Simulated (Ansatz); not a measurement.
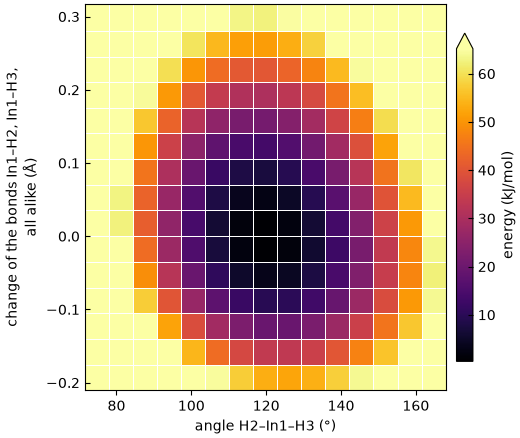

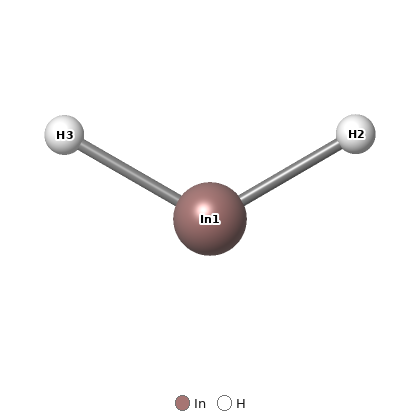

Energy landscape of H₂In, SMILES [InH2], spin multiplicity 2. Coordinates scanned: (1) angle H2–In1–H3; (2) change of the bonds In1–H2, In1–H3, all alike. Nothing is relaxed (all other coordinates rigid). The scan uses a 15 × 15 grid. Points are written as (first, second). All energies are given in kJ/mol relative to the relaxed molecule at the same level. Method: UHF/def2-TZVP (Ansatz).

In the figure: one coloured cell a grid point, one colour for all values above the top of the scale. The second picture is the structure at the lowest point.

**What does the map say about the system?**

The lowest grid point is at (119.8°, 0.018 Å), 0.34 kJ/mol from the relaxed molecule at the same level. No other kind of well shows on this grid. The highest grid point, (74.8°, −0.193 Å), lies 163 kJ/mol above the lowest. Round the minimum the two coordinates are weakly coupled (coupling 0.12 in units of the two stiffnesses).

Each point was launched as `ansatz run input.yaml --threads 1 --pin off --max-ram 2560MiB --backend cpu --events-out ev --progress --plain --runs-dir out`. The whole map (225 points run) took 4.2 min on 1 thread of Arm Neoverse V1, with other jobs on the host.
